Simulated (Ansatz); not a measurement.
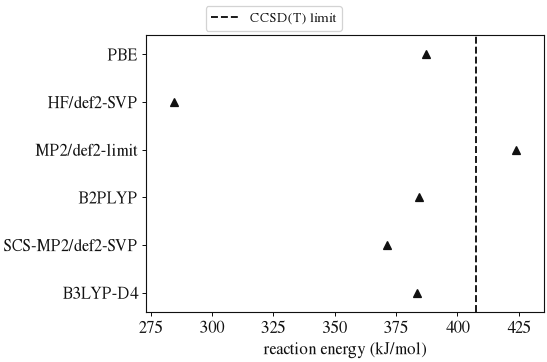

Electronic reaction energy of Si₂H₆SO ([SiH3]O[SiH2]S) → HS ([SH]) [doublet] + Si₂H₅O ([SiH2]O[SiH3]) [doublet] (SMILES in brackets) at several levels (functionals in def2-TZVPP unless a basis is named), isolated molecules at PBE0-D4 triple-zeta geometries, minima by their frequencies, no zero-point or thermal terms, the Ansatz code. The line is frozen-core CCSD(T) at the basis limit (MP2 extrapolated from triple and quadruple zeta, plus CCSD(T) less MP2 in a smaller set). B2PLYP holds a correlation term that converges slowly with the basis, so part of the distance to the limit is basis error. No dispersion term is added to PBE and B2PLYP. The distance of HF/def2-SVP and SCS-MP2/def2-SVP to the limit includes basis error. The limit lies 16.1 kJ/mol from CCSD(T)/def2-TZVPP, so the line itself is uncertain by a part of that.

> Which level comes closest to the line (CCSD(T) limit), and which misses most?

Closest MP2/def2-limit (424.1 kJ/mol), against 407.4 kJ/mol; farthest HF/def2-SVP (284.3 kJ/mol).

> Give the values.

```tsv
level	kJ/mol	less CCSD(T) limit
PBE	387.2	−20.3
HF/def2-SVP	284.3	−123.1
MP2/def2-limit	424.1	16.6
B2PLYP	384.4	−23.0
SCS-MP2/def2-SVP	371.4	−36.1
B3LYP-D4	383.4	−24.0
CCSD(T) limit	407.4	0.0
```

Caveats: one conformer of each flexible molecule.
